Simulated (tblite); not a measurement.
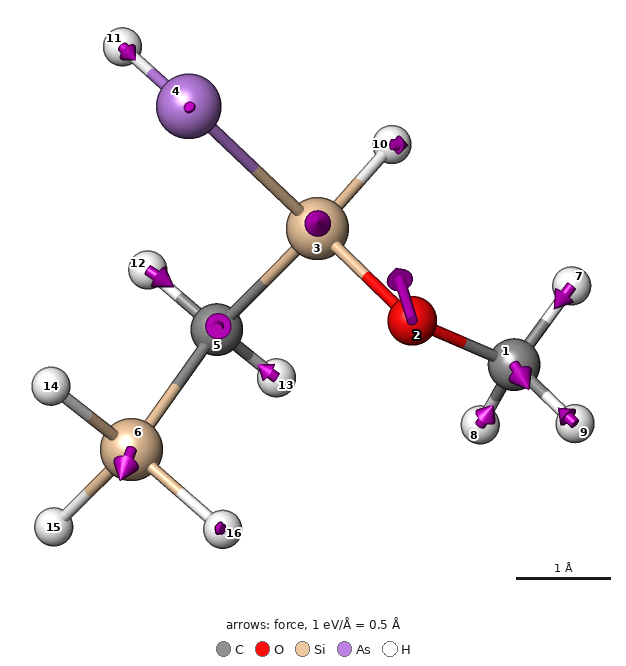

Starting geometry of C$_{2}$H$_{10}$AsOSi$_{2}$ (multiplicity 2) with the computed forces as purple arrows. Style: ball-and-stick. Shown face on.

These are results of GFN2-xTB geometry optimisation, gas phase (tblite), not measurements. 

Q: What follows when this structure is relaxed?

A: It isn't relaxed: the largest force vector, on O2, is 2.08 eV/Å. The final displacements have little in common with the starting forces (cosine between the two patterns 0.26). The largest move after the best rigid fit is that of H8, 0.56 Å. Largest moves by element: H 0.56 Å, O 0.44 Å, As 0.29 Å, Si 0.23 Å, C 0.12 Å. Near-neighbour distances that change, for instance: O2–Si3 1.715 → 1.634 Å, Si3–As4 2.324 → 2.283 Å, As4–H11 1.554 → 1.513 Å, Si3–C5 1.879 → 1.916 Å. Bond angles that change, for instance: C1–O2–Si3 109.5° → 125.6°, O2–Si3–As4 109.8° → 98.7°, As4–Si3–H10 108.1° → 118.2°. Groups turn about O2–Si3 by about 20°. Over 111 geometry steps the energy falls by 39.1 kJ/mol.
